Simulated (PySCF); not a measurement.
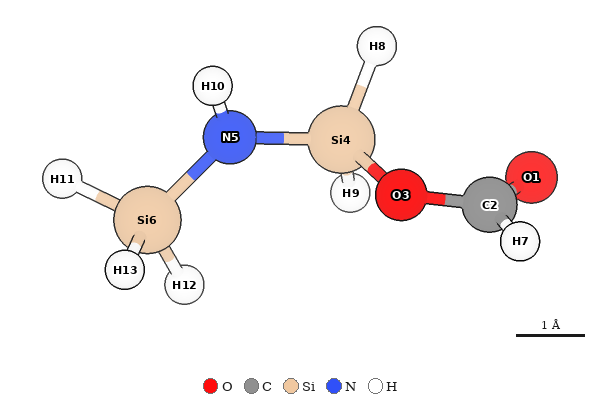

Figure 1. The structure as given in the input (ball-and-stick view, seen at a tilt; atoms are numbered from 1 in the order of the input). Bond lengths as drawn: C–H 1.11 Å, C–O 1.20 to 1.33 Å, H–N 1.02 Å, H–Si 1.48 to 1.50 Å, N–Si 1.72 to 1.75 Å and O–Si 1.73 Å.

## CH7NO2Si2: one change and its effect

System: CH7NO2Si2.
Method of the first run: TDDFT PBE0/def2-SVP, vertical, gas phase, core orbitals frozen in the response (PySCF 2.14.0).

The geometry comes from this level: PBE0-D3(BJ)/def2-SVP. Text and figures count atoms from 1; the logs count them from 0 in places.

Input file, the first run:
```
{"job": {"kind": "uv", "xc": "PBE0", "basis": "def2-SVP"}, "charge": 0, "multiplicity": 1}
O      3.310354    -0.179159    -0.361210
C      2.770135     0.488534     0.478285
O      1.460754     0.677003     0.557212
Si     0.446825    -0.088203    -0.617416
N     -1.179228     0.342385    -0.258994
Si    -2.279100    -0.423961     0.862740
H      3.308256     1.026491     1.287737
H      0.825393     0.450773    -1.947287
H      0.609932    -1.554372    -0.470742
H     -1.488311     1.232589    -0.642354
H     -3.616174    -0.632793     0.228242
H     -1.675698    -1.738813     1.224858
H     -2.487562     0.382488     2.104998
```

The first line tells a small driver script what to run in PySCF; the rest is the geometry in Å.

Command:
```bash
OMP_NUM_THREADS=1 python <driver script> task.json out
```

Hardware: 1 CPU thread, shared host.

Output (the first run):
```
coarse grid: 11912 points
cycle   1  E = -825.4165223703  dE =  6.271e-01  |g| = 9.471e-01  |ddm| = 3.532e+00
cycle   2  E = -825.0833114760  dE =  3.332e-01  |g| = 1.613e+00  |ddm| = 1.932e+00
cycle   3  E = -825.5782036397  dE = -4.949e-01  |g| = 2.614e-01  |ddm| = 1.340e+00
cycle   4  E = -825.5903684640  dE = -1.216e-02  |g| = 8.391e-02  |ddm| = 2.400e-01
cycle   5  E = -825.5916824164  dE = -1.314e-03  |g| = 1.160e-02  |ddm| = 6.442e-02
cycle   6  E = -825.5917123704  dE = -2.995e-05  |g| = 3.636e-03  |ddm| = 1.380e-02
cycle   7  E = -825.5917149891  dE = -2.619e-06  |g| = 1.286e-03  |ddm| = 3.629e-03
final grid: 106072 points
cycle   8  E = -825.7030694909  dE =  8.691e-07  |g| = 1.173e-02  |ddm| = 1.869e-02
cycle   9  E = -825.7030241459  dE =  4.535e-05  |g| = 1.926e-02  |ddm| = 2.130e-02
cycle  10  E = -825.7030953254  dE = -7.118e-05  |g| = 1.839e-03  |ddm| = 1.373e-02
cycle  11  E = -825.7030959731  dE = -6.477e-07  |g| = 1.410e-04  |ddm| = 1.346e-03
cycle  12  E = -825.7030959775  dE = -4.334e-09  |g| = 3.221e-05  |ddm| = 1.569e-04
cycle  13  E = -825.7030959776  dE = -1.953e-10  |g| = 1.724e-05  |ddm| = 4.268e-05
converged SCF energy = -825.7030959776

Static polarisability (au): isotropic 66.656, principal 55.279 62.451 82.238

Singlet excitations
state   eV       nm        f      main configurations
  1   5.7882    214.2   0.00106   H-1->L 0.50, H->L 0.49
  2   6.8695    180.5   0.00343   H->L+1 0.88, H-1->L+1 0.10
  3   7.2062    172.1   0.00169   H->L 0.49, H-1->L 0.47
  4   7.8503    157.9   0.00761   H-1->L+1 0.77, H->L+1 0.09, H-2->L 0.08
  5   7.9989    155.0   0.03798   H->L+2 0.78
  6   8.1204    152.7   0.04744   H-2->L 0.60, H-1->L+2 0.15, H->L+3 0.09
  7   8.2071    151.1   0.01578   H-4->L 0.69, H-6->L 0.12
  8   8.3338    148.8   0.21223   H->L+3 0.67, H->L+2 0.13
  9   8.4298    147.1   0.00628   H-2->L+1 0.92
 10   8.7077    142.4   0.02227   H->L+4 0.34, H->L+5 0.33, H-1->L+2 0.10

Triplet excitations (Tamm-Dancoff, eV): 5.1862 6.0265 6.4485 7.1192
```

The input of the second run differs as follows (lines with − go, lines with + come):
```diff
-"basis": "def2-SVP"
+"basis": "6-31+G*"
```

Predict how the results change.

The total energy of the second run is 209.5 kcal/mol lower, which measures the change of basis and not a stability. The HOMO goes from −7.84 to −7.95 eV. The LUMO goes from 0.10 to −0.39 eV. The dipole moment goes from 2.44 to 2.57 D. The strongest computed line goes from 8.33 to 7.38 eV. Diffuse functions give room to the loosely bound empty orbitals, which lowers the LUMO. The number of SCF iterations is the same. The basis functions go from 127 to 130.

Output (the second run):
```
coarse grid: 11912 points
cycle   1  E = -825.9395665258  dE =  6.686e-01  |g| = 9.140e-01  |ddm| = 3.622e+00
cycle   2  E = -825.6139846738  dE =  3.256e-01  |g| = 1.584e+00  |ddm| = 2.302e+00
cycle   3  E = -826.0935675322  dE = -4.796e-01  |g| = 2.387e-01  |ddm| = 1.645e+00
cycle   4  E = -826.1034207527  dE = -9.853e-03  |g| = 8.362e-02  |ddm| = 2.599e-01
cycle   5  E = -826.1047436115  dE = -1.323e-03  |g| = 1.071e-02  |ddm| = 8.054e-02
cycle   6  E = -826.1047689676  dE = -2.536e-05  |g| = 3.628e-03  |ddm| = 1.585e-02
cycle   7  E = -826.1047716232  dE = -2.656e-06  |g| = 1.338e-03  |ddm| = 4.558e-03
final grid: 106072 points
cycle   8  E = -826.0368799222  dE =  2.225e-06  |g| = 1.153e-02  |ddm| = 2.544e-02
cycle   9  E = -826.0368331814  dE =  4.674e-05  |g| = 1.926e-02  |ddm| = 2.344e-02
cycle  10  E = -826.0369054879  dE = -7.231e-05  |g| = 1.784e-03  |ddm| = 1.571e-02
cycle  11  E = -826.0369060990  dE = -6.111e-07  |g| = 1.925e-04  |ddm| = 1.577e-03
cycle  12  E = -826.0369061069  dE = -7.849e-09  |g| = 5.173e-05  |ddm| = 3.271e-04
cycle  13  E = -826.0369061075  dE = -6.632e-10  |g| = 1.306e-05  |ddm| = 7.634e-05
converged SCF energy = -826.0369061075

Static polarisability (au): isotropic 72.012, principal 59.429 67.720 88.887

Singlet excitations
state   eV       nm        f      main configurations
  1   5.7791    214.5   0.00100   H-1->L+1 0.54, H->L+1 0.42
  2   6.2758    197.6   0.00479   H->L 0.91
  3   7.0596    175.6   0.00118   H->L+1 0.53, H-1->L+1 0.40
  4   7.2340    171.4   0.03260   H->L+2 0.52, H-1->L 0.34
  5   7.3167    169.5   0.00643   H-1->L 0.46, H->L+2 0.37
  6   7.3823    167.9   0.05408   H->L+3 0.86, H-1->L 0.10
  7   7.7072    160.9   0.00557   H->L+4 0.61, H-1->L+2 0.18
  8   7.7438    160.1   0.01772   H->L+5 0.54, H->L+4 0.16, H-1->L+3 0.08
  9   7.8206    158.5   0.00971   H-2->L 0.66, H->L+5 0.10
 10   7.8512    157.9   0.01926   H-2->L 0.26, H->L+5 0.20, H-1->L+3 0.16

Triplet excitations (Tamm-Dancoff, eV): 5.2257 5.9803 6.0506 6.9024
```

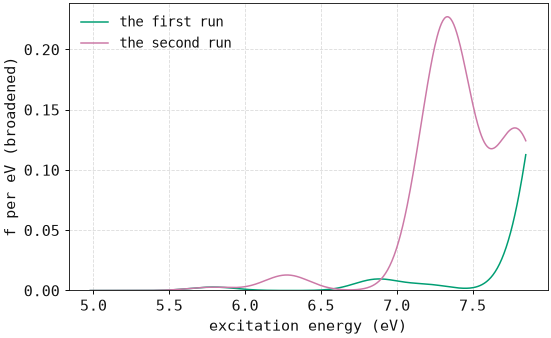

Figure 2. Absorption of the two runs from their computed states, each broadened by a Gaussian of 0.35 eV full width; the range ends where the shorter list of states ends.

The two runs side by side:

| quantity | the first run | the second run |
| --- | --- | --- |
| outcome | converged | converged |
| total energy (hartree) | −825.703096 | −826.036906 |
| HOMO (eV) | −7.84 | −7.95 |
| LUMO (eV) | 0.10 | −0.39 |
| dipole moment (D) | 2.44 | 2.57 |
| lowest excitation (eV) | 5.79 | 5.78 |
| SCF iterations | 13 | 13 |
| strongest computed line (eV) | 8.33 | 7.38 |
| basis functions | 127 | 130 |
| wall time (shared host) | 23 s | 25 s |
